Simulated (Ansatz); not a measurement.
## Molecular dynamics, with input and output: C3H9ClSi (part 4 of 4)

The same run, continued: C3H9ClSi; UKS PBE0-D4/6-31G (Ansatz 0.2.0). It belongs to a series of runs on one base structure; here: dynamics from the highest image of the converged band.

Geometry of the input (Å):
```
Si 0.0950  0.8182  1.0290
C  -0.2479  -0.2184  -0.8785
C  -0.9940  -1.4994  -0.5144
C  1.7761  1.2741  0.6261
H  0.9010  0.0362  -0.3081
H  -0.0824  -0.3242  1.9745
Cl -1.8589  1.9208  1.1773
H  0.4250  -0.4077  -1.7360
H  -0.9040  0.5794  -1.2448
H  -1.8259  -1.2992  0.1682
H  -0.3289  -2.2221  -0.0293
H  -1.4082  -1.9744  -1.4092
H  2.5083  1.4420  1.4137
H  1.9447  1.8748  -0.2687
```

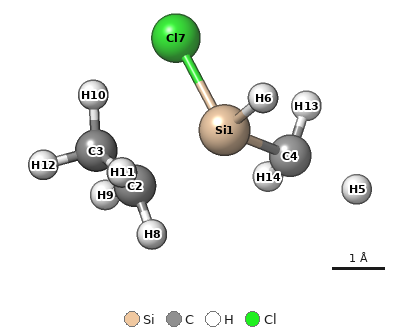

Fig. 1: The geometry at step 156 of the log (ball-and-stick view, seen at a tilt; atoms are numbered from 1 in the order of the input).

Trajectory as extended XYZ, continued
```
14
Properties=species:S:1:pos:R:3:forces:R:3 step=106 time_fs=53.0 energy=-23642.89045 temperature=1254.7
Si    0.1417    0.6802    0.8877    0.5922   0.9995  -0.6117
C    -0.3456   -0.3334   -0.7464   -0.7066   0.3978   0.5857
C    -1.3836   -1.4536   -0.5227   -0.1701  -1.2299   0.4038
C     1.9799    1.7150    0.7642   -0.1512  -3.7724   1.6552
H     2.4217    0.2150    0.8108   -0.2559   4.2475  -0.5429
H     0.1216   -0.2458    2.1001    0.2347   0.3786  -0.1884
Cl   -1.8137    1.8690    1.1499    0.8902  -0.3096  -0.0116
H     0.5123   -0.6353   -1.3744   -0.3788   0.2121   0.2807
H    -1.0295    0.3423   -1.2673    0.9553   0.9071  -0.4671
H    -2.0129   -1.3492    0.3865    0.4078   0.2453  -0.3280
H    -0.9716   -2.4778   -0.4887    0.1790   0.3455   0.1341
H    -2.0882   -1.4571   -1.3702    0.1232  -0.0038   0.1463
H     2.5031    2.2232    1.6621   -1.3560  -1.2692  -0.9800
H     2.2599    2.3253   -0.1188   -0.3636  -1.1485  -0.0763
14
Properties=species:S:1:pos:R:3:forces:R:3 step=112 time_fs=56.0 energy=-23643.26549 temperature=1496.0
Si    0.1761    0.6875    0.9042   -0.4196   0.4976  -1.4837
C    -0.3326   -0.3626   -0.8009   -1.2546   0.2429   1.3595
C    -1.4214   -1.4903   -0.5251    0.7467   0.4548   0.6482
C     1.9174    1.7358    0.7922   -0.3375  -4.6644   2.0331
H     2.3193    0.3347    0.8368    0.1760   4.0549  -0.3775
H     0.1929   -0.3276    2.0496    0.1274   0.5662  -0.1270
Cl   -1.8006    1.8749    1.1504    0.9804  -0.4610   0.0463
H     0.4849   -0.5692   -1.4904    0.2272  -0.4945   0.2860
H    -1.0057    0.2974   -1.3316    0.3401   1.2096  -0.2736
H    -2.0381   -1.2160    0.3496    0.4857  -0.2075   0.1041
H    -1.0940   -2.5318   -0.4513    0.3419   0.2081   0.2516
H    -2.1495   -1.4461   -1.3141   -0.2908  -0.1193  -0.8781
H     2.4037    2.2808    1.6538   -0.9917  -1.0581  -0.4313
H     2.2260    2.2437   -0.0945   -0.1313  -0.2293  -1.1575
14
Properties=species:S:1:pos:R:3:forces:R:3 step=119 time_fs=59.5 energy=-23643.59627 temperature=1698.8
Si    0.2140    0.6979    0.9175   -2.2167  -0.1149  -2.3241
C    -0.3289   -0.3935   -0.8533   -1.4740   1.0141   0.7654
C    -1.4601   -1.5279   -0.5238    0.2073   2.3738  -0.7624
C     1.8405    1.7203    0.8366   -3.7213   3.7809  -2.8407
H     2.2393    0.8569    0.8329    4.7188  -6.7453   0.3241
H     0.2892   -0.3654    1.9809   -0.0109   0.3321   0.2692
Cl   -1.7823    1.8804    1.1511    1.1572  -0.6365   0.0989
H     0.4735   -0.5454   -1.5899    0.2601  -0.8872   0.6718
H    -0.9346    0.3580   -1.4243    0.2993  -0.0301   0.6985
H    -2.0178   -1.0849    0.3172    0.2364  -0.6411   0.3084
H    -1.1991   -2.5735   -0.3811    0.4641   0.1262   0.2156
H    -2.2345   -1.4490   -1.3222    0.6801  -0.3839   0.0374
H     2.1995    2.2689    1.6325    0.2924   1.4683   1.8217
H     2.1587    2.1182   -0.1541   -0.8928   0.3434   0.7161
14
Properties=species:S:1:pos:R:3:forces:R:3 step=125 time_fs=62.5 energy=-23644.09937 temperature=2021.6
Si    0.2397    0.7063    0.9214   -2.7823  -1.8620  -2.4622
C    -0.3368   -0.4127   -0.8915   -0.7093   0.9932   0.7737
C    -1.4907   -1.5431   -0.5273    0.6214   2.6014  -0.7237
C     1.7514    1.7213    0.8596    2.8883  -0.8147  -0.6127
H     2.5380    0.9069    0.8529   -0.4636   0.1464   0.6978
H     0.3702   -0.3657    1.9450   -0.2619   0.0957   0.5702
Cl   -1.7636    1.8834    1.1520    1.2755  -0.6327   0.1090
H     0.4869   -0.6037   -1.6155   -0.0623  -0.7786   0.9425
H    -0.8493    0.4179   -1.4499   -0.1542  -0.5560   0.6323
H    -1.9784   -1.0288    0.3159   -0.1650  -0.7403   0.1682
H    -1.2471   -2.5932   -0.3024    0.4611   0.6068  -0.0677
H    -2.2565   -1.4842   -1.3363    0.6078  -0.3752   0.2665
H     2.0287    2.3503    1.7318   -0.4723   0.1100  -0.9340
H     2.0274    2.0435   -0.1650   -0.7832   1.2060   0.6402
14
Properties=species:S:1:pos:R:3:forces:R:3 step=131 time_fs=65.5 energy=-23642.60967 temperature=1074.1
Si    0.2566    0.7088    0.9179   -3.9124  -4.0728  -1.9004
C    -0.3499   -0.4255   -0.9234   -0.0636  -0.0641   1.9599
C    -1.5163   -1.5397   -0.5353    1.8967   2.3835   0.3911
C     1.6734    1.7301    0.8780    6.1352  -0.2036   1.4108
H     2.8998    0.8085    0.9232   -3.7977   2.5084   0.1554
H     0.4292   -0.3556    1.9550   -0.4531   0.1349   0.4668
Cl   -1.7418    1.8850    1.1531    1.2242  -0.5641   0.0960
H     0.4973   -0.7270   -1.5645   -0.1001  -0.3656   0.6164
H    -0.7782    0.4380   -1.4274   -0.6843  -0.0537  -0.2774
H    -1.9537   -1.0330    0.3293   -0.6363  -0.3991   0.0434
H    -1.2543   -2.5653   -0.2294    0.5819   0.5057  -0.3453
H    -2.2341   -1.5502   -1.3356   -0.4155  -0.1649  -0.4694
H     1.8278    2.4465    1.7681   -0.0560  -0.8989  -1.8209
H     1.8370    2.0664   -0.1273    0.2810   1.2543  -0.3266
14
Properties=species:S:1:pos:R:3:forces:R:3 step=138 time_fs=69.0 energy=-23642.85266 temperature=1230.7
Si    0.2611    0.6958    0.9064   -4.3401  -4.9912  -1.3701
C    -0.3663   -0.4407   -0.9426   -0.2351  -0.3099   2.7590
C    -1.5302   -1.5140   -0.5421    1.3478   1.9730   0.1667
C     1.6371    1.7378    0.9072    6.0254   0.0556  -1.8734
H     2.9219    0.9570    1.0215   -4.2180   2.5283  -0.3136
H     0.4491   -0.3280    2.0137   -0.5214   0.2298   0.0806
Cl   -1.7126    1.8850    1.1547    1.1036  -0.4969   0.0638
H     0.4977   -0.9050   -1.4419   -0.2011   0.3758   0.0708
H    -0.7603    0.4499   -1.4299   -0.2060  -0.3129  -0.6593
H    -1.9931   -1.0781    0.3472   -0.7664   0.0604  -0.2820
H    -1.1985   -2.4861   -0.1804    0.6558  -0.1248  -0.4202
H    -2.2389   -1.6441   -1.3709    0.0749   0.1106   0.2478
H     1.5931    2.4892    1.6532    0.5255   0.8121   0.9689
H     1.6410    2.2159   -0.0970    0.7550   0.0903   0.5610
14
Properties=species:S:1:pos:R:3:forces:R:3 step=144 time_fs=72.0 energy=-23644.45980 temperature=2241.8
Si    0.2508    0.6686    0.8918   -3.4387  -3.7320  -1.2148
C    -0.3821   -0.4557   -0.9380   -0.4496   0.4988   2.5512
C    -1.5312   -1.4771   -0.5461    0.4307   0.4855   0.3335
C     1.6509    1.7470    0.9219   -1.3306   4.3560  -2.1189
H     2.5730    1.3066    1.0802    2.0242  -0.7912   0.1581
H     0.4187   -0.2846    2.0740   -0.4388   0.1196  -0.1712
Cl   -1.6846    1.8837    1.1562    0.9684  -0.4528   0.0193
H     0.4803   -1.0272   -1.3271   -0.2434   0.8328  -0.2826
H    -0.7662    0.4317   -1.4885    0.4765  -0.8827  -0.2921
H    -2.0935   -1.1154    0.3372   -0.1902   0.1325  -0.6370
H    -1.0943   -2.4207   -0.1772    0.0772   0.1240  -0.3999
H    -2.2405   -1.7153   -1.3862    0.6958   0.3878   0.6708
H     1.4329    2.5690    1.6057    0.3676  -0.1857   0.8056
H     1.5418    2.3599   -0.0328    1.0509  -0.8925   0.5782
14
Properties=species:S:1:pos:R:3:forces:R:3 step=150 time_fs=75.0 energy=-23644.59373 temperature=2327.2
Si    0.2300    0.6299    0.8735   -2.0288  -2.2161  -1.1557
C    -0.4008   -0.4672   -0.9151   -0.0439   1.1833   2.2173
C    -1.5286   -1.4365   -0.5471    0.3530  -0.9173   1.1795
C     1.6395    1.7906    0.9173   -3.5194   3.9992   0.4702
H     2.5788    1.5384    1.2120    2.8800  -1.1960   0.3761
H     0.3508   -0.2316    2.1206   -0.2851  -0.0885  -0.2740
Cl   -1.6543    1.8813    1.1578    0.6929  -0.3469  -0.0309
H     0.4455   -1.0822   -1.2358    0.1666   0.6741  -0.4992
H    -0.7361    0.3466   -1.5743    0.4929  -0.2962  -0.1458
H    -2.2097   -1.1409    0.2772    0.4440   0.2394  -0.3430
H    -0.9850   -2.3463   -0.2054   -0.7049   0.1601   0.0349
H    -2.1906   -1.7561   -1.3554    0.2244   0.2586  -0.4378
H     1.3062    2.6347    1.6267    0.3615  -1.4026   0.0174
H     1.5309    2.4391    0.0686    0.9669  -0.0510  -1.4092
14
Properties=species:S:1:pos:R:3:forces:R:3 step=156 time_fs=78.0 energy=-23643.51660 temperature=1658.1
Si    0.2029    0.5844    0.8515   -0.9903  -0.7344  -1.3323
C    -0.4194   -0.4700   -0.8765    1.0609   1.9600   1.2010
C    -1.5237   -1.4022   -0.5405   -0.2605  -1.6523   0.7346
C     1.5912    1.8679    0.9125    3.3012   0.1164   2.4128
H     2.9708    1.5985    1.3995   -4.6207   0.5060  -1.8531
H     0.2589   -0.1862    2.1444   -0.0597  -0.3086  -0.2489
Cl   -1.6223    1.8780    1.1594    0.3300  -0.1954  -0.0528
H     0.4244   -1.0814   -1.1846    0.4718   0.2267  -0.3080
H    -0.6659    0.2367   -1.6716    0.1844   0.4033   0.1973
H    -2.2927   -1.1450    0.1912    0.4437   0.4365   0.3767
H    -0.9317   -2.2649   -0.2281   -0.8647  -0.6431   0.7745
H    -2.1196   -1.7749   -1.3589   -0.0163   0.1524  -1.0131
H     1.2121    2.5936    1.6569    0.3095  -0.3902   0.4449
H     1.6040    2.5103    0.0619    0.7108   0.1227  -1.3337
14
Properties=species:S:1:pos:R:3:forces:R:3 step=162 time_fs=81.0 energy=-23643.21787 temperature=1466.1
Si    0.1727    0.5366    0.8255   -0.0261   0.9769  -1.2052
C    -0.4300   -0.4591   -0.8298    2.4912   2.0452  -0.5696
C    -1.5212   -1.3799   -0.5292   -1.3300  -2.4129  -0.7620
C     1.5654    1.9473    0.9225    3.8454  -0.7289  -0.5953
H     2.9929    1.6959    1.4364   -4.5185   0.2862  -1.6988
H     0.1617   -0.1673    2.1471    0.1411  -0.5027  -0.2010
Cl   -1.5894    1.8743    1.1608   -0.0297  -0.0373  -0.0565
H     0.4384   -1.0586   -1.1570    0.0995   0.0597   0.2402
H    -0.5799    0.1567   -1.7469   -0.1743   0.5405   1.0693
H    -2.3390   -1.1130    0.1324    0.2283   0.4252   0.4456
H    -0.9509   -2.2349   -0.1881   -0.7848  -0.8755   0.9478
H    -2.0442   -1.7763   -1.4347    0.4074   0.5076   0.2200
H     1.1416    2.5222    1.7244    0.0335   0.8692   0.4755
H     1.7301    2.5808   -0.0362   -0.3830  -1.1533   1.6898
14
Properties=species:S:1:pos:R:3:forces:R:3 step=169 time_fs=84.5 energy=-23644.54990 temperature=2305.2
Si    0.1376    0.4851    0.7909    0.9921   2.8999   0.0545
C    -0.4204   -0.4297   -0.7799    2.5610   0.0189  -0.9596
C    -1.5289   -1.3753   -0.5217   -0.6840  -2.1377  -0.2591
C     1.5683    2.0329    0.9334   -1.2401  -1.3227   0.5024
H     2.5498    1.8327    1.3033    0.9306  -1.2848   0.4993
H     0.0641   -0.1993    2.1267    0.3062  -0.5619  -0.2969
Cl   -1.5513    1.8699    1.1622   -0.4883   0.1155  -0.0443
H     0.4657   -1.0265   -1.0999   -0.0848  -0.1383   0.4367
H    -0.5012    0.1262   -1.7275   -0.5818   0.9261   0.7796
H    -2.3656   -1.0328    0.1035    0.2375   0.1489  -0.2230
H    -1.0613   -2.2761   -0.0514   -0.7778   0.3881  -0.0001
H    -1.9216   -1.7293   -1.5025   -0.1265   0.1443   0.6292
H     1.0713    2.5158    1.8242    0.2927   0.5214  -1.5418
H     1.8317    2.5630   -0.0014   -1.3368   0.2824   0.4231
14
Properties=species:S:1:pos:R:3:forces:R:3 step=175 time_fs=87.5 energy=-23644.10671 temperature=2015.8
Si    0.1105    0.4502    0.7614    1.5842   4.0779   1.9582
C    -0.3928   -0.4037   -0.7442    1.1428  -2.1648  -0.7576
C    -1.5411   -1.3874   -0.5171    0.1676  -0.1950   0.9523
C     1.5481    2.1003    0.9397   -5.2872  -2.4251   0.8753
H     2.4048    1.7850    1.2973    4.7880  -2.3321   2.1370
H     0.0081   -0.2779    2.0821    0.4080  -0.4287  -0.3832
Cl   -1.5199    1.8663    1.1633   -0.9094   0.2514   0.0125
H     0.4846   -1.0108   -1.0150    0.1917  -0.2757  -0.0562
H    -0.4839    0.1826   -1.6403   -0.5783   0.9265  -0.1321
H    -2.3685   -0.9479    0.0631   -0.0179   0.0146  -0.5446
H    -1.2235   -2.2882    0.0725   -0.0744   0.6477  -0.6111
H    -1.8267   -1.6761   -1.5120   -0.8246  -0.5776  -0.3119
H     1.0343    2.5650    1.7924   -0.0351   0.7568  -0.9279
H     1.8105    2.5693    0.0630   -0.5553   1.7241  -2.2108
14
Properties=species:S:1:pos:R:3:forces:R:3 step=181 time_fs=90.5 energy=-23643.04051 temperature=1350.9
Si    0.0884    0.4278    0.7381    2.2486   4.9145   4.2231
C    -0.3570   -0.3923   -0.7154   -0.4116  -2.9260  -2.4535
C    -1.5528   -1.4010   -0.5074    0.0637   1.6982  -0.3461
C     1.4878    2.1509    0.9457    3.7235  -5.2726  -0.6235
H     2.7035    1.5599    1.4804   -3.7577   2.1451  -1.7049
H    -0.0132   -0.3926    2.0057    0.4603  -0.1798  -0.2884
Cl   -1.4907    1.8634    1.1645   -1.3146   0.3687   0.0922
H     0.5174   -1.0160   -0.9359    0.1644  -0.0535  -0.6838
H    -0.5130    0.3077   -1.5530   -0.1277  -0.4048   0.2132
H    -2.3734   -0.8605   -0.0210   -0.2999   0.0272  -0.4592
H    -1.3916   -2.2532    0.1513    0.6895  -0.1911  -0.2706
H    -1.7952   -1.6669   -1.5353   -0.6024  -0.6196   0.2197
H     0.9904    2.6824    1.6972   -0.5258   1.0640   1.1733
H     1.7335    2.6884   -0.0062   -0.3104  -0.5703   0.9084
14
Properties=species:S:1:pos:R:3:forces:R:3 step=188 time_fs=94.0 energy=-23642.24525 temperature=839.6
Si    0.0714    0.4208    0.7273    2.7802   4.8994   5.4836
C    -0.3191   -0.4054   -0.7042   -1.4651  -2.9476  -3.2281
C    -1.5661   -1.4019   -0.4997   -0.2781   2.1254  -1.4044
C     1.4454    2.1662    0.9518    1.9358  -2.5445   0.7482
H     2.6813    1.5111    1.5246   -3.6939   2.6315  -1.8524
H     0.0115   -0.5439    1.8886    0.4269   0.1543   0.0576
Cl   -1.4607    1.8612    1.1662   -1.8128   0.4026   0.1734
H     0.5689   -1.0250   -0.9166   -0.2077   0.2733  -0.9419
H    -0.5588    0.4076   -1.4356    0.2776  -1.2823  -0.2445
H    -2.4048   -0.7599   -0.1665    0.0732  -0.3065  -0.1178
H    -1.5181   -2.2258    0.2136    0.7453  -0.0117  -0.1472
H    -1.8186   -1.7203   -1.5343   -0.0070  -0.3851   0.7562
H     0.9130    2.8928    1.6633    1.0070  -1.5413  -0.4875
H     1.6158    2.7745   -0.0130    0.2187  -1.4676   1.2050
14
Properties=species:S:1:pos:R:3:forces:R:3 step=194 time_fs=97.0 energy=-23643.79790 temperature=1823.4
Si    0.0661    0.4308    0.7358    2.8950   3.5270   4.4656
C    -0.2973   -0.4395   -0.7184   -1.6970  -2.4427  -1.7091
C    -1.5793   -1.3867   -0.5029    0.0456   1.3528  -0.6839
C     1.4252    2.1567    0.9622   -1.3577  -1.6369   1.5852
H     2.3292    1.7051    1.3956    0.0917   0.7951  -0.2464
H     0.0720   -0.6606    1.7917    0.3028   0.4746   0.3363
Cl   -1.4398    1.8603    1.1681   -2.3071   0.4404   0.2686
H     0.5977   -1.0118   -0.9846   -0.2222   0.0990  -0.7438
H    -0.5775    0.3876   -1.3600    0.0885  -0.4434  -1.4336
H    -2.4283   -0.6989   -0.3024    0.2789  -0.4267   0.3772
H    -1.5581   -2.2025    0.2520    0.4910   0.7290  -0.3032
H    -1.8442   -1.8048   -1.4740    0.1878  -0.4079  -0.1462
H     0.9196    2.9576    1.6122    0.5610  -1.9036  -0.1650
H     1.5324    2.7277    0.0749    0.6417  -0.1567  -1.6017
14
Properties=species:S:1:pos:R:3:forces:R:3 step=200 time_fs=100.0 energy=-23643.70631 temperature=1756.7
Si    0.0697    0.4516    0.7579    3.1378   1.6428   2.4119
C    -0.2877   -0.4902   -0.7454   -1.6137  -0.3469  -0.8887
C    -1.5919   -1.3619   -0.5120    0.6849   0.2049  -1.2055
C     1.3781    2.1421    0.9721   -5.5653  -1.4873  -3.6679
H     2.2049    1.8746    1.3490    6.9709  -2.2356   2.7555
H     0.1581   -0.7364    1.7228    0.1050   0.7737   0.4733
Cl   -1.4246    1.8606    1.1706   -2.7365   0.5584   0.3784
H     0.6078   -0.9916   -1.1141   -0.1996  -0.2776  -0.1804
H    -0.5872    0.3243   -1.3969    0.0742  -0.1714  -1.2038
H    -2.4322   -0.6708   -0.4077   -0.0574  -0.0561   0.6063
H    -1.5560   -2.1246    0.2711    0.2043   0.4395   0.3613
H    -1.8537   -1.9212   -1.4189    0.3350  -0.0015  -0.2021
H     0.9612    2.8828    1.5583   -1.6366   1.0260   1.8413
H     1.4978    2.6555    0.0499    0.2970  -0.0689  -1.4795
```

Key numbers

```json
{"quantity": "outcome", "value": "finished"}
{"quantity": "mean temperature over the second half", "value": "1574 K"}
{"quantity": "trajectory", "value": "200 steps, 100 fs"}
{"quantity": "ensemble", "value": "nve"}
{"quantity": "temperature in the input", "value": "300.0 K"}
{"quantity": "time step", "value": "0.5 fs"}
{"quantity": "potential energy (last step)", "value": "−23643.7063 eV"}
{"quantity": "mean-field energy (last step)", "value": "−23643.4362 eV"}
{"quantity": "largest force (length of the vector) (last step)", "value": "7.822 eV/Å"}
{"quantity": "hardware", "value": "2 threads of Intel Xeon (Granite Rapids), 16 GiB of memory available, shared host"}
{"quantity": "wall time", "value": "7.1 min (CPU time 14 min)"}
{"quantity": "peak memory", "value": "0.29 GiB"}
```

So short a trajectory is not equilibrated.
